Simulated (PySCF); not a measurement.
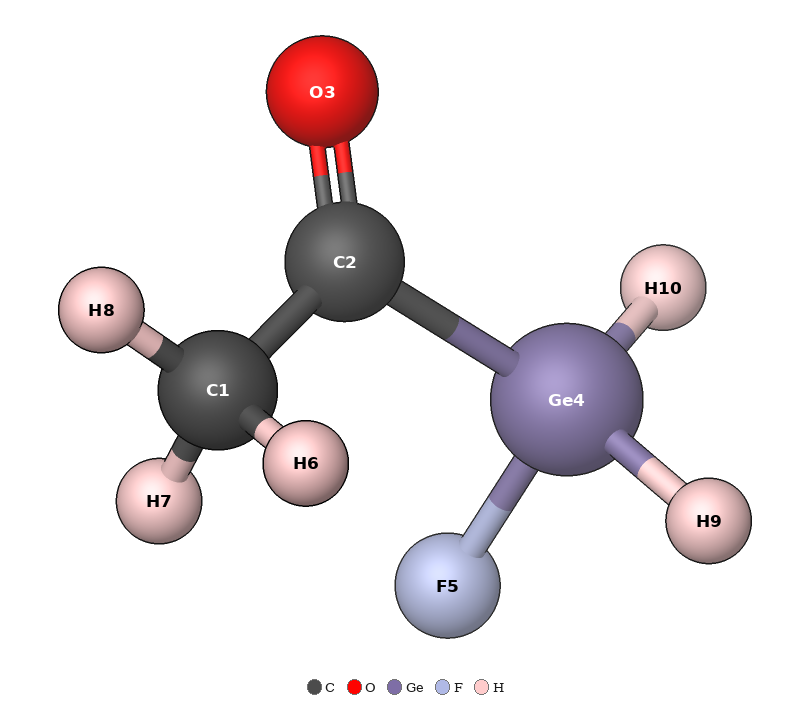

The computed structure is the end point of a GFN2-xTB optimisation. No frequency run is at hand to confirm it as a minimum. Method: B3LYP/pcJ-1 (pcSseg-1 on Ge) indirect spin-spin coupling, non-relativistic, gas phase (PySCF 2.14.0). Isotopes: 13C, 19F, 1H, 17O.

Give the spin–spin coupling constants of these pairs, with the number of bonds between them: C2/F5, F5/H10, F5/H9, C1/F5, O3/F5.

| pair | bonds apart | J (Hz) |
| --- | --- | --- |
| C2, F5 | 2 | 4.4 |
| F5, H10 | 2 | 33.5 |
| F5, H9 | 2 | 38.2 |
| C1, F5 | 3 | −2.7 |
| O3, F5 | 3 | 7.4 |

Density functionals are unreliable for couplings to fluorine, so those rows may be far off.

The geometry is semi-empirical. Around Ge such bond lengths and angles can be off by a tenth of an ångström or more and by several degrees, and values that hang on the shape move with them.
